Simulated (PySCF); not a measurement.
**Al2HCl3F2: NMR shielding calculation**

System: Al2HCl3F2.
Method: GIAO PBE0/pcSseg-1 NMR shielding, non-relativistic, gas phase (PySCF 2.14.0).

The geometry comes from this level: GFN2-xTB. It belongs to a series of runs on one base structure; here: H on Al replaced by F. Figures and captions count atoms from 1; the log counts them from 0 in places.

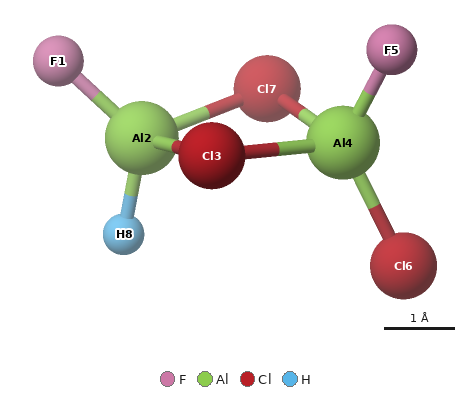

**Figure 1.** The input geometry (ball-and-stick view, seen at a tilt; atoms are numbered from 1 in the order of the input). Sticks mark near contacts. Bond lengths as drawn: Al–Cl 2.02 to 2.22 Å, Al–F 1.64 to 1.65 Å and Al–H 1.52 Å.

## Input
```
{"job": {"kind": "nmr", "xc": "PBE0", "basis": "pcSseg-1"}, "charge": 0, "multiplicity": 1}
F     -2.880348    -0.072665    -0.659764
Al    -1.438397    -0.427171     0.044643
Cl    -0.337087     1.330401     0.714584
Al     1.422322     0.458548    -0.311437
F      1.797119     1.573565    -1.467046
Cl     2.697673    -0.439235     0.965733
Cl     0.116776    -0.976889    -1.380791
H     -1.369000    -1.437142     1.174017
```

The first line tells a small driver script what to run in PySCF; the rest is the geometry in Å.

Run on 1 CPU thread, shared host.

Launched with:
```bash
OMP_NUM_THREADS=1 python <driver script> task.json out
```

## Log
```
coarse grid: 10912 points
cycle   1  E = -2064.9842457008  dE =  7.506e-01  |g| = 8.808e-01  |ddm| = 2.886e+00
cycle   2  E = -2064.7727816235  dE =  2.115e-01  |g| = 1.492e+00  |ddm| = 1.674e+00
cycle   3  E = -2065.1198947484  dE = -3.471e-01  |g| = 7.783e-02  |ddm| = 1.035e+00
cycle   4  E = -2065.1210188235  dE = -1.124e-03  |g| = 3.721e-02  |ddm| = 1.160e-01
cycle   5  E = -2065.1212854663  dE = -2.666e-04  |g| = 5.195e-03  |ddm| = 3.550e-02
cycle   6  E = -2065.1212908920  dE = -5.426e-06  |g| = 1.725e-03  |ddm| = 6.119e-03
final grid: 87600 points
cycle   7  E = -2065.1695052450  dE = -4.246e-05  |g| = 4.990e-03  |ddm| = 1.281e-02
cycle   8  E = -2065.1695044061  dE =  8.389e-07  |g| = 4.847e-03  |ddm| = 6.801e-03
cycle   9  E = -2065.1695079312  dE = -3.525e-06  |g| = 1.156e-03  |ddm| = 3.982e-03
cycle  10  E = -2065.1695081043  dE = -1.731e-07  |g| = 2.193e-04  |ddm| = 7.226e-04
cycle  11  E = -2065.1695081138  dE = -9.459e-09  |g| = 3.756e-05  |ddm| = 2.266e-04
cycle  12  E = -2065.1695081141  dE = -3.192e-10  |g| = 8.784e-06  |ddm| = 4.307e-05
```

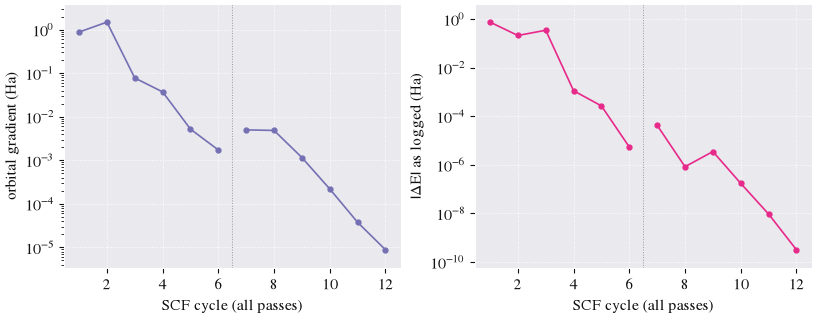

**Figure 2.** Convergence of the self-consistent field: orbital gradient and size of the energy change against the SCF cycle. The dotted line marks the change from a coarse to the final integration grid. The first 6 cycles use a coarse grid, the final grid takes over at cycle 7, and the field converges after 12 cycles in all.

```
converged SCF energy = -2065.1695081141

GIAO shielding tensors (ppm)
atom      isotropic    diamagn.    paramagn.     s11        s22        s33       span
  0 F      346.596     467.302    -120.706    289.086    330.243    420.461    131.375
  1 Al     464.904     794.431    -329.527    409.604    448.018    537.091    127.486
  2 Cl     858.777    1151.326    -292.549    780.735    879.232    916.364    135.629
  3 Al     478.527     794.504    -315.977    408.847    445.540    581.195    172.348
  4 F      324.441     466.845    -142.404    280.724    294.877    397.723    116.999
  5 Cl     964.246    1148.685    -184.439    899.785    934.389   1058.565    158.780
  6 Cl     859.018    1151.097    -292.080    781.073    879.368    916.612    135.539
  7 H       27.589      29.434      -1.845     23.590     25.191     33.986     10.396
```

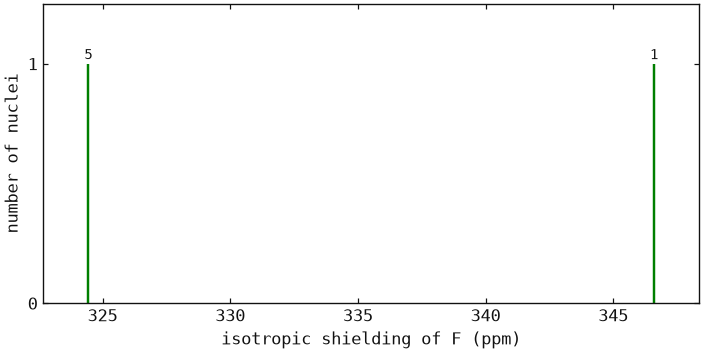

**Figure 3.** Isotropic shieldings of the fluorine nuclei in this fixed geometry, labelled by atom number; shielding grows to the right, so chemical shift grows to the left. The least shielded is F5 (324.4 ppm), the most shielded F1 (346.6 ppm).

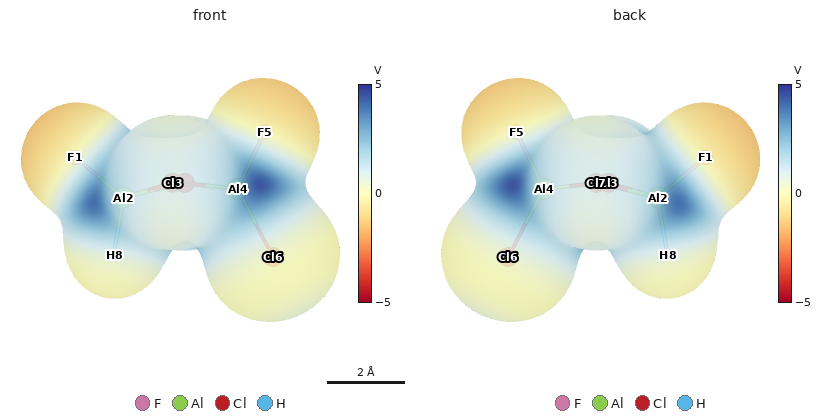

**Figure 4.** The molecular electrostatic potential painted on the density surface at 0.004 e/bohr³, seen face on and from behind; the colour scale runs from red (negative) to blue (positive). Its dipole moment is 1.00 D.

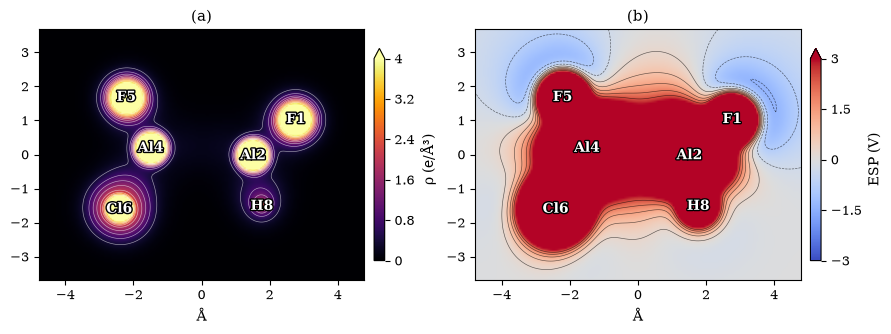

**Figure 5.** (a) electron density; (b) electrostatic potential on the plane of atoms F5, Al4 and Cl6. The section cuts through F, Al, Cl and H sites. Al–H (1.52 Å): ρ is about 0.63 e/Å³ halfway.

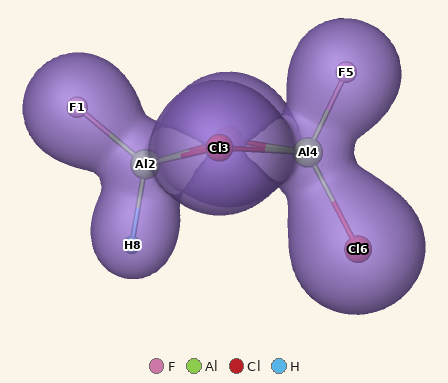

**Figure 6.** Isosurface of the total electron density at 0.2 e/Å³ (purple), seen face on. At this value the surface is in one piece. On the grid the lowest density along these lines, outside the cores, is 0.74 e/Å³ (Al–F, 1.64 Å), 0.66 e/Å³ (Al–Cl, 2.02 Å), 0.63 e/Å³ (Al–H, 1.52 Å) and 0.4 e/Å³ (Al–Cl, 2.18 Å).

## Summary

- outcome: converged
- total energy: −2065.169508 hartree
- HOMO: −9.56 eV
- LUMO: −0.50 eV
- dipole moment: 1.00 D
- isotropic shielding, F: 324.4 to 346.6 ppm
- isotropic shielding, Al: 464.9 to 478.5 ppm
- isotropic shielding, Cl: 858.8 to 964.2 ppm
- isotropic shielding, H: 27.6 ppm
- wall time: 43 s
- peak memory: 0.72 GiB
